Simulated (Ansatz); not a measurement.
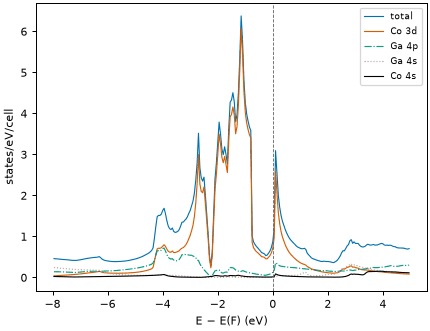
Fig. 1. Total and projected density of states of GaCo (CsCl type, Pm-3m), PBEsol in the plane-wave PAW code Ansatz

Problem. Which orbitals carry the states next to the Fermi level?

Solution. Within 0.5 eV of the Fermi level: Co 3d 79 %, Ga 4p 15 %. Projections are on Löwdin-orthogonalised atomic valence shells; empty p or d shells of many metals are not among them.

Problem. Where is the tallest occupied peak in this window, and what makes it?

Solution. Near -1.1 eV, about 6.4 states/eV per cell; the largest projected share is Co 3d.

Symmetry was held in the PBEsol relaxation; of distortions, only those at the zone centre were tested. The workflow began spin-polarised and lost its moments. Spin–orbit coupling is left out wherever it is not named.

Potentials: the later of the program's two PAW sets.
